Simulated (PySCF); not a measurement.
# C5H9NOSi: NMR shifts and electronic excitations in gas and solvents, part 2 of 2

PySCF 2.14.0. Atoms count from 0. The steps go on from the part before.

### Step 6. TDDFT and polarisability: wB97X-D/def2-SVPD in chloroform

What the job is given:

```
{"job": {"kind": "uv", "xc": "wB97X-D", "basis": "def2-SVPD", "solvent": "chloroform", "nstates": 6, "ntriplets": 0}, "charge": 0, "multiplicity": 1}
N      3.535029     0.816998    -0.838721
C      2.533254     0.585574    -0.303964
C      1.265111     0.282070     0.323684
C      0.861551    -1.199857     0.126688
O     -0.353286    -1.504575     0.738367
C     -1.498213    -1.016276     0.083602
C     -1.685832     0.492130     0.252787
Si    -0.143958     1.403003    -0.330550
H      1.356282     0.470262     1.407923
H      1.621732    -1.851505     0.583042
H      0.833908    -1.431247    -0.957770
H     -2.349853    -1.562320     0.517124
H     -1.457391    -1.277986    -0.994005
H     -2.575999     0.831139    -0.301847
H     -1.859710     0.722455     1.317234
H     -0.062982     1.429410    -1.821771
H     -0.018359     2.784438     0.216469
```

Method: TDDFT wB97X-D/def2-SVPD, vertical, IEF-PCM chloroform (non-equilibrium linear response), core orbitals frozen in the response.

What it wrote:

```text
coarse grid: 14784 points
cycle   1  E = -614.7739525557  dE =  1.145e+00  |g| = 7.011e-01  |ddm| = 5.500e+00
cycle   2  E = -614.7082127403  dE =  6.574e-02  |g| = 9.449e-01  |ddm| = 2.019e+00
cycle   3  E = -614.8838854480  dE = -1.757e-01  |g| = 8.638e-02  |ddm| = 1.190e+00
cycle   4  E = -614.8851347275  dE = -1.249e-03  |g| = 5.496e-02  |ddm| = 1.860e-01
cycle   5  E = -614.8857373936  dE = -6.027e-04  |g| = 1.168e-02  |ddm| = 8.386e-02
cycle   6  E = -614.8857674607  dE = -3.007e-05  |g| = 2.840e-03  |ddm| = 2.505e-02
cycle   7  E = -614.8857697941  dE = -2.333e-06  |g| = 5.790e-04  |ddm| = 8.688e-03
final grid: 138520 points
cycle   8  E = -614.9790340913  dE = -1.003e-04  |g| = 5.259e-03  |ddm| = 1.566e-01
cycle   9  E = -614.9790327542  dE =  1.337e-06  |g| = 6.250e-03  |ddm| = 2.235e-02
cycle  10  E = -614.9790407127  dE = -7.959e-06  |g| = 1.053e-03  |ddm| = 7.866e-03
cycle  11  E = -614.9790409592  dE = -2.465e-07  |g| = 4.265e-04  |ddm| = 2.260e-03
cycle  12  E = -614.9790410062  dE = -4.705e-08  |g| = 9.337e-05  |ddm| = 1.077e-03
cycle  13  E = -614.9790410086  dE = -2.322e-09  |g| = 4.271e-05  |ddm| = 2.435e-04
cycle  14  E = -614.9790410091  dE = -5.286e-10  |g| = 8.475e-06  |ddm| = 1.101e-04
converged SCF energy = -614.9790410091

Static polarisability (au): isotropic 111.685, principal 94.398 106.530 134.129

Singlet excitations
state   eV       nm        f      main configurations
  1   7.1771    172.7   0.01046   H-1->L 0.21, H-1->L+3 0.17, H->L 0.10
  2   7.6441    162.2   0.04663   H->L+3 0.30, H-1->L+2 0.13, H-1->L 0.10
  3   7.6683    161.7   0.02599   H->L 0.68, H->L+3 0.09
  4   7.8530    157.9   0.01280   H->L+2 0.45, H->L+4 0.16
  5   7.9960    155.1   0.00546   H->L+1 0.74
  6   8.1973    151.3   0.01521   H-1->L+1 0.50
```

It took 2.1 min on 1 thread of Intel Xeon at 2.50GHz, shared host; peak memory 1.2 GiB.

Key values: HOMO -9.75 eV, LUMO 2.04 eV; lowest singlet 7.18 eV.

### Step 7. TDDFT and polarisability: wB97X-D/def2-SVPD in water

Settings changed since step 6:

```diff
@@ -1,2 +1,2 @@
-{"job": {"kind": "uv", "xc": "wB97X-D", "basis": "def2-SVPD", "solvent": "chloroform", "nstates": 6, "ntriplets": 0}, "charge": 0, "multiplicity": 1}
+{"job": {"kind": "uv", "xc": "wB97X-D", "basis": "def2-SVPD", "solvent": "water", "nstates": 6, "ntriplets": 0}, "charge": 0, "multiplicity": 1}
 N      3.535029     0.816998    -0.838721
```

With the program's defaults for keys left out, this is: TDDFT wB97X-D/def2-SVPD, vertical, IEF-PCM water (non-equilibrium linear response), core orbitals frozen in the response.

What it wrote:

```text
coarse grid: 14784 points
cycle   1  E = -614.7813411326  dE =  1.138e+00  |g| = 6.924e-01  |ddm| = 5.501e+00
cycle   2  E = -614.7252900130  dE =  5.605e-02  |g| = 9.119e-01  |ddm| = 1.991e+00
cycle   3  E = -614.8880928895  dE = -1.628e-01  |g| = 8.128e-02  |ddm| = 1.141e+00
cycle   4  E = -614.8892277663  dE = -1.135e-03  |g| = 5.145e-02  |ddm| = 1.828e-01
cycle   5  E = -614.8897609623  dE = -5.332e-04  |g| = 1.144e-02  |ddm| = 8.059e-02
cycle   6  E = -614.8897894475  dE = -2.849e-05  |g| = 2.771e-03  |ddm| = 2.440e-02
cycle   7  E = -614.8897917117  dE = -2.264e-06  |g| = 5.675e-04  |ddm| = 8.540e-03
final grid: 138520 points
cycle   8  E = -614.9830274401  dE = -1.008e-04  |g| = 5.390e-03  |ddm| = 1.582e-01
cycle   9  E = -614.9830261993  dE =  1.241e-06  |g| = 6.345e-03  |ddm| = 2.296e-02
cycle  10  E = -614.9830344040  dE = -8.205e-06  |g| = 1.014e-03  |ddm| = 7.994e-03
cycle  11  E = -614.9830346397  dE = -2.357e-07  |g| = 4.244e-04  |ddm| = 2.345e-03
cycle  12  E = -614.9830346875  dE = -4.778e-08  |g| = 9.256e-05  |ddm| = 1.131e-03
cycle  13  E = -614.9830346900  dE = -2.504e-09  |g| = 4.556e-05  |ddm| = 2.652e-04
cycle  14  E = -614.9830346906  dE = -6.094e-10  |g| = 9.209e-06  |ddm| = 1.246e-04
converged SCF energy = -614.9830346906

Static polarisability (au): isotropic 123.207, principal 107.254 116.689 145.677

Singlet excitations
state   eV       nm        f      main configurations
  1   7.1574    173.2   0.01042   H-1->L 0.28, H-1->L+3 0.16, H->L 0.13
  2   7.6216    162.7   0.04530   H->L+3 0.28, H-1->L 0.14, H-1->L+2 0.11
  3   7.6779    161.5   0.02748   H->L 0.63, H->L+3 0.13
  4   7.8323    158.3   0.01152   H->L+2 0.38, H->L+4 0.19, H->L+1 0.14
  5   8.0184    154.6   0.00507   H->L+1 0.61, H->L+2 0.11
  6   8.1799    151.6   0.02678   H-1->L+1 0.17, H->L 0.15, H-1->L+3 0.12
```

It took 2.1 min on 1 thread of Intel Xeon at 2.50GHz, shared host; peak memory 1.2 GiB.

Key values: HOMO -9.69 eV, LUMO 2.08 eV; lowest singlet 7.16 eV.

### Step 8. Side by side: NMR shifts

Shifts (ppm) of some atoms, chosen among heavy atoms and hydrogens apart, with basis size and wall time:

| run | C1 | C5 | C2 | H8 | H13 | N0 | O4 | functions | time |
| --- | --- | --- | --- | --- | --- | --- | --- | --- | --- |
| PBE0/pcSseg-1 in chloroform | 128.3 | 69.7 | 11.6 | 2.14 | 0.71 | 289.7 | 54.1 | 188 | 83 s |
| PBE0/pcSseg-1 in water | 130.5 | 70.0 | 11.8 | 2.29 | 0.80 | 283.7 | 54.4 | 188 | 74 s |

The continuum's effect on the ground state:

| solvent | ε | polarisation energy (Eh) | μ (D) |
| --- | --- | --- | --- |
| chloroform | 4.71 | -0.0107 | 5.32 |
| water | 78.36 | -0.0158 | 5.67 |

### Step 9. Side by side: electronic excitations

Excitations and ground-state properties, with basis size and wall time:

| run | lowest singlet (eV) | brightest (eV) | f | gap (eV) | α (Å³) | μ (D) | functions | time |
| --- | --- | --- | --- | --- | --- | --- | --- | --- |
| wB97X-D/def2-SVPD | 7.20 | 7.69 | 0.023 | 11.72 | 13.32 | 4.53 | 239 | 2.8 min |
| wB97X-D/def2-SVPD in chloroform | 7.18 | 7.64 | 0.047 | 11.79 | 16.55 | 5.48 | 239 | 2.1 min |
| wB97X-D/def2-SVPD in water | 7.16 | 7.62 | 0.045 | 11.78 | 18.26 | 5.85 | 239 | 2.1 min |

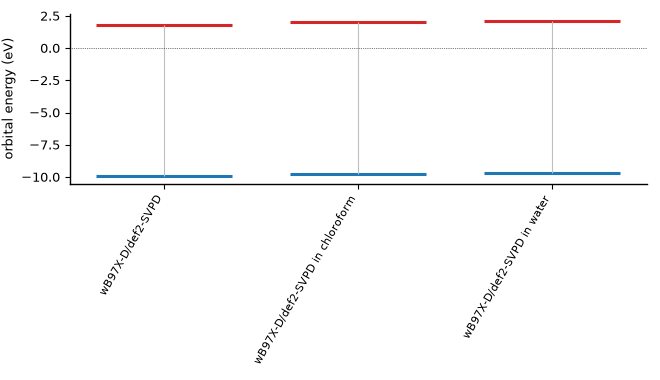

HOMO (blue) and LUMO (red) run by run.

The continuum's effect on the ground state:

| solvent | ε | polarisation energy (Eh) | μ (D) |
| --- | --- | --- | --- |
| chloroform | 4.71 | -0.0112 | 5.48 |
| water | 78.36 | -0.0167 | 5.85 |

### Step 10. Summary of results

The summary covers parts 1 to 2.

| quantity | value |
| --- | --- |
| point group | C1 |
| rotational constants (main isotopes) | 3.03, 1.30, 0.97 GHz |
| 13C shifts against TMS (PBE0/pcSseg-1, chloroform) | 128.3, 70.8, 69.7, 11.6, 9.5 ppm |
| 1H shifts against TMS (PBE0/pcSseg-1, chloroform) | 4.41, 4.35, 4.28, 4.24, 3.38, 3.37, 2.14, 1.10, 0.71 ppm |
| 15N shifts against NH3 (PBE0/pcSseg-1, chloroform) | 289.7 ppm |
| 17O shifts against H2O (PBE0/pcSseg-1, chloroform) | 54.1 ppm |
| 29Si shifts against TMS (PBE0/pcSseg-1, chloroform) | -38.4 ppm |
| lowest singlet (wB97X-D/def2-SVPD) | 7.20 eV (172 nm), f = 0.006 |
| brightest single state of those computed | state 3, 7.69 eV, f = 0.023 |
| surface potential, 1st and 99th percentile | -1.84 V and 1.34 V |
| range of the shift of N0 | 283.7 to 289.7 ppm |
| range of the lowest singlet | 7.16 to 7.20 eV |

**Reading.** Over 6 steps the energy fell by 0.148 eV; of the close pairs, Si7–H15 changed most, 1.451 to 1.494 Å. No frequency check was run at this level, so the end point may be a saddle. At PBE0/pcSseg-1: The largest span, 490 ppm, is at N0, where the paramagnetic term is -363 ppm. The first singlet state (HOMO−1→LUMO+3 0.17, HOMO−1→LUMO+2 0.15) lies at 7.20 eV and is weak; of the 6 states computed, the strongest absorption comes from state 3 at 7.69 eV. Across the 2 runs the shift of N0 moves most, between 283.7 (PBE0/pcSseg-1 in water) and 289.7 ppm (PBE0/pcSseg-1 in chloroform). The continuum holds electrostatics alone: no hydrogen bonds to the solvent, and the gas-phase geometry is kept. The lowest singlet runs from 7.16 eV (wB97X-D/def2-SVPD in water) to 7.20 eV (wB97X-D/def2-SVPD), while the orbital gap spans 11.72 to 11.79 eV. The lowest state need not be the same one in every run.
